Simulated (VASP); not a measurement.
Energy against volume of SnTe (rock salt). Method: rev-vdW-DF2, VASP's PBE PAW potentials (set 64) (plane waves; VASP).

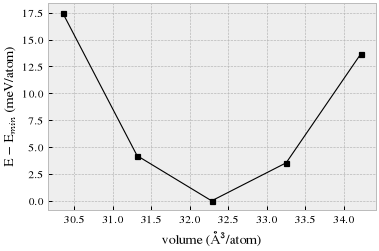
Fig. 1. Energy against volume

Problem. Estimate the equilibrium volume and the bulk modulus.

Solution. The minimum lies near 32.3 Å³/atom, and the curvature gives B0 of about 42 GPa.

Measured: bulk modulus 37.8 GPa (computed value off by +12.4 %), as given by Cormac Toher et al., Physical Review Materials (2017), arXiv:1611.05714; a 6.316 Å (computed value off by +0.9 %), as given by Ayanesh Maiti et al., Applied Physics Letters (2022), arXiv:2109.01420. The calculation is for a static lattice, while the measured bulk modulus, a hold thermal and zero-point effects, which are part of the difference.

The compound is SnTe in the rock salt structure, which distorts at low temperature. It was relaxed first.
